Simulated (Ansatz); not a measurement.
HfNH3Cl2F: nudged elastic band

- system: HfNH3Cl2F, multiplicity 2
- method: UKS PBE0-D4/def2-SVP (Ansatz 0.2.0)

The run did not end well. One setting was made poor on purpose. It belongs to a series of runs on one base structure; here: an input spoilt on purpose.

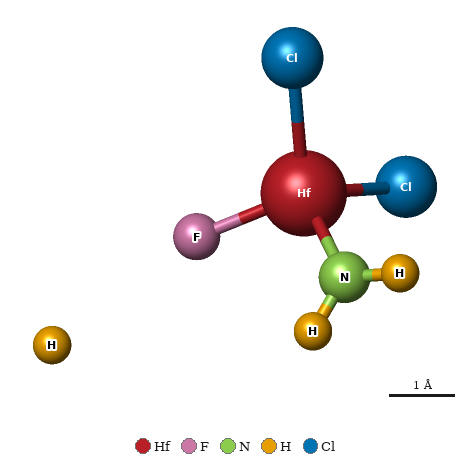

Fig. 1: The structure as given in the input (ball-and-stick view, seen at a tilt). Sticks mark near contacts. Bond lengths as drawn: Cl–Hf 2.36 Å, F–Hf 1.90 Å, Hf–N 2.00 Å and H–N 1.02 Å.

### The input
```yaml
crystal:
  periodic: [false, false, false]
  atoms:
    - { symbol: Hf, position_ang: [-0.02598, 0.034993, -0.225858] }
    - { symbol: F, position_ang: [-0.001918, 0.356933, 1.646329] }
    - { symbol: "N", position_ang: [1.897062, 0.007186, -0.770754] }
    - { symbol: H, position_ang: [2.248548, -0.134151, -1.716625] }
    - { symbol: H, position_ang: [2.690057, 0.131927, -0.143863] }
    - { symbol: Cl, position_ang: [-1.11187, 1.742485, -1.435638] }
    - { symbol: Cl, position_ang: [-0.982981, -2.048934, -0.774166] }
    - { symbol: H, position_ang: [0.164883, -0.09044, 4.861473] }
magnetization:
  spin_polarized: true
  initial_magnetization: 1
basis:
  gaussian: { orbitals: def2-SVP }
hamiltonian:
  xc: pbe0
  dispersion: d4
neb:
  order_check: false
  images: 5
  f_tol: 0.05
  max_iterations: 8
  final_atoms:
    - { symbol: Hf, position_ang: [0.35797737, -0.19751186, 0.14748572] }
    - { symbol: F, position_ang: [-0.72903909, -0.29042552, 2.29428465] }
    - { symbol: "N", position_ang: [1.86627396, 0.00953935, -1.14813382] }
    - { symbol: H, position_ang: [2.23606216, -0.72419044, -1.75062823] }
    - { symbol: H, position_ang: [2.43568369, 0.84565058, -1.26982925] }
    - { symbol: Cl, position_ang: [-0.04672995, 2.07120081, 0.96757849] }
    - { symbol: Cl, position_ang: [-0.50396476, -2.36991101, -0.18335354] }
    - { symbol: H, position_ang: [5.26153762, 6.65564707, 8.38349398] }
  initial_path: idpp
```

Run as:
```bash
ansatz run input.yaml --threads 4 --pin off --max-ram 5120MiB --backend cpu --events-out ev --progress --plain --runs-dir out
```

### What the program printed
```
Engine: ansatz 0.2.0, x86_64-unknown-linux-gnu
Functional definition: PBE0
  parameter a = 0.25
  parameter kappa = 0.804
  parameter beta = 0.06672455060314922
  exchange = (1 - a)*pbe_x(kappa = kappa, mu = beta*pi^2/3) + a*exact_x
  correlation = pbe_c(beta = beta)
1145 factors; integrals over basis functions are off by at most 4.2e-4 eV
mean field evaluation 1: about -30580.8469 eV, gradient 4.6e1 eV
mean field evaluation 2: about -30546.8361 eV, gradient 9.9e1 eV
mean field evaluation 4: about -30588.9865 eV, gradient 3.5e0 eV
mean field evaluation 8: about -30589.0897 eV, gradient 2.8e-1 eV
mean field evaluation 16: about -30589.0901 eV, gradient 2.3e-4 eV
mean field -30589.09011404 eV, -1124.1283276611 hartree, gradient 6.2e-5 eV, S^2 0.750000; 0 other end points of the search recorded, 0 dependent functions left out
the calculation of the forces begins
reference -30589.09017611 eV, -1124.1283299421 hartree; 33, 32 occupied and 78, 79 virtual orbitals, 1145 factors
1145 factors; integrals over basis functions are off by at most 3.0e-4 eV
mean field evaluation 32: about -30585.5246 eV, gradient 5.8e-3 eV
mean field -30585.52459615 eV, -1123.9972972953 hartree, gradient 3.1e-5 eV, S^2 0.750000; 0 other end points of the search recorded, 0 dependent functions left out
[... from here on the field's lines of each further geometry are left out, up to the last ...]
WARN: NEB end point (image 6): max|allowed force component| = 4.649e0 eV/Å (the criterion of neb.relax_end_points is 1.000e-2). That is over neb.f_tol: it is no minimum, so the barrier can be far off. Relax it first
NEB iter   1: max|band force component| = 5.137e0 eV/Å  barrier→ = 3.5783 eV  barrier← = 0.0000 eV  Δτ_max = 0.2000 Å  (237 SCF iters)
NEB iter   2: max|band force component| = 2.287e0 eV/Å  barrier→ = 3.5783 eV  barrier← = 0.0000 eV  Δτ_max = 0.2000 Å  (188 SCF iters)
NEB iter   3: max|band force component| = 4.340e0 eV/Å  barrier→ = 3.5783 eV  barrier← = 0.0000 eV  Δτ_max = 0.1007 Å  (182 SCF iters)
NEB iter   4: max|band force component| = 6.400e-1 eV/Å  barrier→ = 3.5783 eV  barrier← = 0.0000 eV  Δτ_max = 0.2000 Å  (174 SCF iters)
NEB iter   5: max|band force component| = 5.353e-1 eV/Å  barrier→ = 0.6327 eV  barrier← = -2.9456 eV  CI = image 5  Δτ_max = 0.1997 Å  (172 SCF iters)
NEB iter   6: max|band force component| = 5.730e-1 eV/Å  barrier→ = 0.4127 eV  barrier← = -3.1656 eV  CI = image 5  Δτ_max = 0.1987 Å  (167 SCF iters)
NEB iter   7: max|band force component| = 4.663e-1 eV/Å  barrier→ = 0.2508 eV  barrier← = -3.3275 eV  CI = image 5  Δτ_max = 0.1986 Å  (161 SCF iters)
the calculation of the forces begins
reference -30589.03376643 eV, -1124.1262569245 hartree; 33, 32 occupied and 78, 79 virtual orbitals, 1143 factors
these checks for a lower state are left out or cut short: starts, cluster_reference, orbital_swaps, neighbouring_geometries, increment
1143 factors; integrals over basis functions are off by at most 3.1e-4 eV
mean field -30588.95720460 eV, -1124.1234433292 hartree, gradient 1.7e-5 eV, S^2 0.750000; 0 other end points of the search recorded, 0 dependent functions left out
the calculation of the forces begins
reference -30588.95727800 eV, -1124.1234460267 hartree; 33, 32 occupied and 78, 79 virtual orbitals, 1143 factors
NEB iter   8: max|band force component| = 3.722e-1 eV/Å  barrier→ = 0.1387 eV  barrier← = -3.4396 eV  CI = image 5  Δτ_max = 0.1995 Å  (162 SCF iters)
```

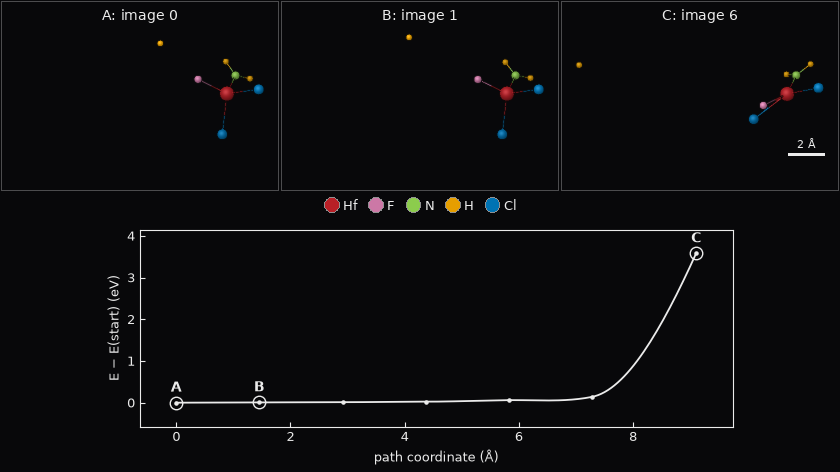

Fig. 2: Images of the last band (counted from 0; ball-and-stick, seen at a tilt) above the energy along the path; the line is a cubic interpolation that uses the forces. No image lies above both ends; the end is 3.578 eV above the start. The path is 9.10 Å long. The band had not converged after 8 iterations. The end points carry forces over 0.1 eV/Å, so they aren't fully relaxed minima and the barriers are approximate.

```
Unfinished report: {"positions_ang":[[-0.5214075574743858,-0.8668297342258596,-0.5273746538324179],[-0.3126996755562685,-1.0173830858696902,1.3618627677500812],[1.1810792231714642,-0.8715693096834126,-1.596852444964931],[1.6234389296391774,-1.6879219469131477,-2.0187911153947526],[1.7627828784501216,-0.06101527077971636,-1.8052872017265689],[-1.3615563558356587,1.3160926137576308,-0.7439544408785639],[-1.660557108086407,-2.8194609714249896,-1.1882575525901886],[4.166720665691957,6.008086705139184,7.959552641637342]],"unchecked":["starts","cluster_reference","orbital_swaps","neighbouring_geometries","increment"],"mean_field":{"relativity":"none","state":{"energy":{"ev":-30588.95727800326,"hartree":-1124.1234460266885},"converged":true,"gradient_ev":0.00001731198518140569,"stability":{"kind":"minimum","curvature_ev":10.830976199402812},"curvature_floor_ev":0.00030000000000000003,"spin_squared":0.7499999999999929},"others":[],"fillings":{"estimated":0,"unestimated":0,"tried":0,"untried":0,"excluded_magnetic_sites":0},"n_dropped_functions":0,"n_trapped_functions":0,"passes":{"evaluations":4,"products":26},"factors":{"origin":"Cholesky decomposition","count":1143,"bound_ev":0.00031155073033466987},"gradient_stop_ev":0.00009,"reference_kind":"stationary","functional":{"name":"PBE0","citations":["Adamo & Barone, J. Chem. Phys. 110, 6158 (1999) doi:10.1063/1.478522","Perdew, Burke & Ernzerhof, Phys. Rev. Lett. 77, 3865 (1996) doi:10.1103/PhysRevLett.77.3865"],"text":"name \"PBE0\"\ncite \"Adamo & Barone, J. Chem. Phys. 110, 6158 (1999) doi:10.1063/1.478522\"\ncite \"Perdew, Burke & Ernzerhof, Phys. Rev. Lett. 77, 3865 (1996) doi:10.1103/PhysRevLett.77.3865\"\nparent pbe\nparameter a = 0.25\nparameter kappa = 0.804\nparameter beta = 0.06672455060314922\nexchange = (1 - a)*pbe_x(kappa = kappa, mu = beta*pi^2/3) + a*exact_x\ncorrelation = pbe_c(beta = beta)\n","parameters":{"a":{"value":0.25,"default":0.25},"beta":{"value":0.06672455060314922,"default":0.06672455060314922},"kappa":{"value":0.804,"default":0.804}},"final_grid":{"core_spheres":13.0,"valence_spheres":11.0,"degree":36.0},"final_grid_parameter_source":"default","radial_points_factor":1.0,"radial_grid_error_ev":3.235511906987185e-7,"grid_sensitivity":"normal","grid_sensitivity_ratio":0.001870803151768979},"unsmoothed_excess_ev":-0.00007340247812728172,"symmetry":{"irreps":["A"],"axes":[[0.9075989256343359,-0.05222682015039427,-0.41657718305780683],[-0.1502808148749943,0.8860746157481897,-0.43850593155304696],[0.3920202378295116,0.460591070890086,0.796351680194383]],"occupied":[{"A":33},{"A":32}]},"held":{"pivots":1143,"left_out":2,"joined":0},"density_repulsion":{"missed_ev":0.000017759447019358694,"excess_ev":1.8504436203525766e-7,"most_excess_ev":0.0001755,"are_drawn_again":false,"n_first_factors":1143,"energy_change_ev":0.0,"n_dropped_ends":0}},"factors":{"origin":"Cholesky decomposition","count":1143,"bound_ev":0.00031155073033466987},"n_frozen":0,"n_occupied":[33,32],"n_virtual":[78,79],"reference":{"ev":-30588.95727800326,"hartree":-1124.1234460266885},"dispersion":{"energy":{"ev":-0.14781711928484836,"hartree":-0.0054321789396761175},"switches_in_reach":[]},"total":{"ev":-30589.105095122548,"hartree":-1124.128878205628},"forces_ev_per_angstrom":[[0.019448055462641715,0.0017796069454443612,0.08756122568039003],[0.2745536493865039,-0.07517732546795353,-0.06912006565794573],[0.04356098308926329,-0.029925378660414222,0.08951916898827442],[-0.055141453686198744,-0.004773626279608931,0.06877493262057616],[-0.031390045031983,0.014846835304991033,0.07502700930311919],[-0.1489476891438753,0.006080006876707237,-0.1660289910581549],[-0.10205980864313864,0.08720511709679396,-0.0857248856433905],[-0.00002369144201808934,-0.000035235826731533395,-8.394241439075172e-6]],"charge_distribution":{"dipole_moment_e_ang":[0.4833734885873567,-0.01508179497864243,-0.3824490466772216],"mulliken_charges_e":[1.0561089703389328,-0.34395667748776226,-0.49276002244458006,0.1667004022932438,0.1666810027123904,-0.2748402260912606,-0.27793344939048126,6.948674968754176e-11],"lowdin_charges_e":[-0.7838373881072638,0.02963600036468783,0.09596905567445457,0.040283322196058347,0.03981367659696233,0.2919954120217838,0.286139921186745,6.655298534496978e-11]},"n_threads":4,"memory_gib":4.261363637633622,"seconds":{"hamiltonian":1.560060556,"orbitals":0.0,"second_order":0.0,"solver_start":0.0,"cycles":0.0,"cycle":0.0,"perturbative":0.0,"full_ci_increment":0.0,"forces":0.0}}
this run last wrote the band of iteration 8 to [file]
Error: NEB band did not converge after 8 iterations: max|band force component| = 3.72e-1 eV/Å (threshold 5.0e-2); raise `neb.max_iterations` in a new run, which can start from the last band evaluated (`neb.initial_path`, with `crystal.atoms` and `neb.final_atoms` set to its first and last images), add images, or start from endpoints closer to local minima. Where this run's directory can be resumed (`checkpoint.write`), a resume goes on for up to `neb.max_iterations` more; to start a new run from the last band, take its images' positions from the `neb_iteration` event of iteration 8 (`data.images[].positions_ang`), in the event stream of the run that computed that iteration (not this run's, if it was resumed behind it). With `checkpoint.write`, `steps/00-neb/state/checkpoint.json` in the run directory holds the last saved band, under `neb.evaluated.images[].positions_ang` (a band under a hybrid functional on support functions is neither saved nor resumed: `neb.initial_path` says where its path is): check the last entry of `neb.iterations` there, which is earlier than 8 if that iteration was not saved or its write failed. If the band's step has no `state` directory and holds `state.next`, a write was cut short, and the file is under `state.next` instead (behind a loss of power it can be under `state.prev`)
this run wrote the band of iteration 8 to [file] as well, whether or not its events were kept: a new run's `neb.initial_path` can list its `images[].positions_ang`
a run's events are kept only if it was started with --events-out <file>, and are in that file
```

### The last band as extended XYZ (Å, eV, eV/Å)
```
8
Properties=species:S:1:pos:R:3:forces:R:3 image=0 energy=-30589.24374
Hf   -0.0260    0.0350   -0.2259    0.0027  -0.0030   0.0005
F    -0.0019    0.3569    1.6463    0.0009   0.0025  -0.0022
N     1.8971    0.0072   -0.7708    0.0023  -0.0009  -0.0063
H     2.2485   -0.1342   -1.7166   -0.0040   0.0006   0.0089
H     2.6901    0.1319   -0.1439    0.0002   0.0002  -0.0007
Cl   -1.1119    1.7425   -1.4356   -0.0015   0.0002   0.0003
Cl   -0.9830   -2.0489   -0.7742   -0.0001   0.0013  -0.0003
H     0.1649   -0.0904    4.8615   -0.0004  -0.0008  -0.0002
8
Properties=species:S:1:pos:R:3:forces:R:3 image=1 energy=-30589.23622
Hf   -0.0788   -0.0619   -0.3875    0.0060   0.0027  -0.0155
F     0.0055    0.1908    1.4930   -0.0046   0.0010   0.0173
N     1.8293   -0.0950   -0.9829   -0.0624  -0.0007   0.0102
H     2.1526   -0.2481   -1.9366    0.0327   0.0057   0.0142
H     2.6338    0.0461   -0.3749    0.0259  -0.0061  -0.0271
Cl   -1.1708    1.7167   -1.4852    0.0015  -0.0023   0.0011
Cl   -1.0822   -2.1028   -1.0091    0.0012  -0.0002   0.0022
H     0.5884    0.5543    6.1240   -0.0003  -0.0003  -0.0024
8
Properties=species:S:1:pos:R:3:forces:R:3 image=2 energy=-30589.23269
Hf   -0.1646   -0.2099   -0.5169    0.0156   0.0023  -0.0111
F    -0.0068   -0.0075    1.3659   -0.0111  -0.0027   0.0019
N     1.7209   -0.2428   -1.1810   -0.1483   0.0014   0.0385
H     2.0068   -0.4504   -2.1360    0.0799   0.0186   0.0234
H     2.5377   -0.0317   -0.6113    0.0593  -0.0193  -0.0639
Cl   -1.2725    1.6281   -1.4956    0.0017  -0.0056   0.0022
Cl   -1.2065   -2.2132   -1.1950    0.0030   0.0054   0.0093
H     1.2629    1.5274    7.2107   -0.0001  -0.0001  -0.0003
8
Properties=species:S:1:pos:R:3:forces:R:3 image=3 energy=-30589.21875
Hf   -0.2811   -0.4079   -0.6097   -0.0001   0.0802   0.0083
F    -0.0587   -0.2332    1.2695   -0.0076  -0.0187   0.0058
N     1.5807   -0.4434   -1.3426   -0.3730  -0.0045   0.1131
H     1.8331   -0.8418   -2.2447    0.2071   0.0864   0.0394
H     2.3830   -0.0403   -0.8638    0.1365  -0.0729  -0.1655
Cl   -1.4070    1.5098   -1.4090    0.0401  -0.0606  -0.0052
Cl   -1.3569   -2.3743   -1.3325   -0.0029  -0.0099   0.0041
H     2.1847    2.8311    7.9738    0.0000   0.0000  -0.0001
8
Properties=species:S:1:pos:R:3:forces:R:3 image=4 energy=-30589.18206
Hf   -0.4094   -0.6102   -0.5834   -0.0201  -0.0256   0.0144
F    -0.1421   -0.7004    1.3020   -0.0018   0.0208  -0.0055
N     1.3862   -0.6238   -1.4638    0.0546  -0.0221  -0.0036
H     1.8031   -1.4239   -1.9372   -0.0239   0.0067  -0.0213
H     2.0667    0.1341   -1.4538   -0.0103   0.0082   0.0167
Cl   -1.4238    1.4565   -1.0744   -0.0051   0.0065   0.0008
Cl   -1.5597   -2.5100   -1.3571    0.0067   0.0056  -0.0015
H     3.1568    4.2777    8.0085    0.0000   0.0000   0.0000
8
Properties=species:S:1:pos:R:3:forces:R:3 image=5 energy=-30589.10502
Hf   -0.5214   -0.8668   -0.5274    0.0194   0.0018   0.0876
F    -0.3127   -1.0174    1.3619    0.2746  -0.0752  -0.0691
N     1.1811   -0.8716   -1.5969    0.0436  -0.0299   0.0895
H     1.6234   -1.6879   -2.0188   -0.0551  -0.0048   0.0688
H     1.7628   -0.0610   -1.8053   -0.0314   0.0148   0.0750
Cl   -1.3616    1.3161   -0.7440   -0.1489   0.0061  -0.1660
Cl   -1.6606   -2.8195   -1.1883   -0.1021   0.0872  -0.0857
H     4.1667    6.0081    7.9596    0.0000   0.0000   0.0000
8
Properties=species:S:1:pos:R:3:forces:R:3 image=6 energy=-30585.66543
Hf   -0.3664   -1.0985   -0.4153   -2.9049   1.5893   4.6485
F    -1.3988   -0.8970    1.7510    2.1654  -0.9986  -3.0866
N     1.1012   -1.0365   -1.7713    0.1714  -0.0264   0.2390
H     1.4895   -1.8402   -2.2627    0.0728  -0.0467  -0.0325
H     1.6298   -0.2075   -2.0387    0.0527   0.0467  -0.0228
Cl   -0.8531    1.2526    0.0527    0.3818  -0.8160  -1.2615
Cl   -1.1378   -3.3290   -0.3777    0.0608   0.2518  -0.4840
H     4.4133    7.1560    6.5029    0.0000   0.0000   0.0000
```

### What the run reported

```tsv
quantity	value
outcome	not converged
barrier, forward (band not converged)	0.139 eV
barrier, backward	−3.440 eV
hardware	4 threads of Intel Xeon (Granite Rapids), 32 GiB of memory available, shared host
wall time	75 s (CPU time 4.6 min)
peak memory	0.4 GiB
```

The run did not converge: “NEB band did not converge after 8 iterations: max|band force component| = 3.72e-1 eV/Å (threshold 5.0e-2); raise `neb.max_iterations` in a new run, which can start from the last band evaluated (`neb.initial_path`, with `crystal.atoms` and `neb.final_atoms` set to its first and last images), add images, or start from endpoints closer to local minima …” Its last values are not results. A deliberately poor setting: bad input.
